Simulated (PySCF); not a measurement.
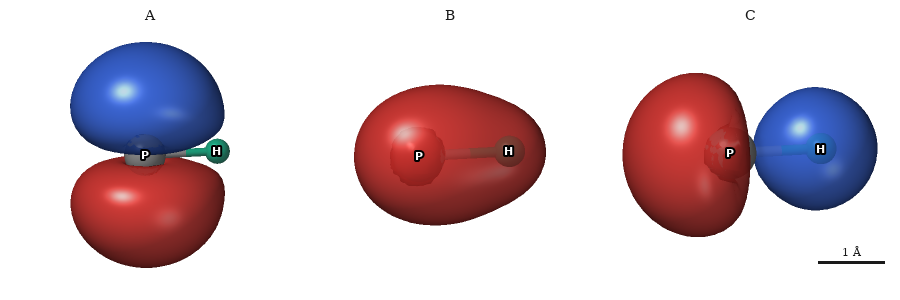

Figure 1: PH (triplet). Three frontier β-spin orbitals, each drawn at the value that holds 80 % of its norm (red and blue are the two phases), in no order; of a degenerate pair one member is drawn.

All numbers below come from PBE0/def2-TZVP, non-relativistic Hamiltonian with scalar-relativistic core potentials where named, at a bond length of 1.429 Å (PySCF).

Label each orbital by symmetry, say whether it is occupied, and order them by energy.

Orbital B: σ, occupied in this spin, −15.44 eV; mainly on P (80 %).
Orbital C: σ, occupied in this spin, −9.07 eV; mainly on P (75 %).
Orbital A: π, empty in this spin, −2.81 eV; mainly on P (95 %).
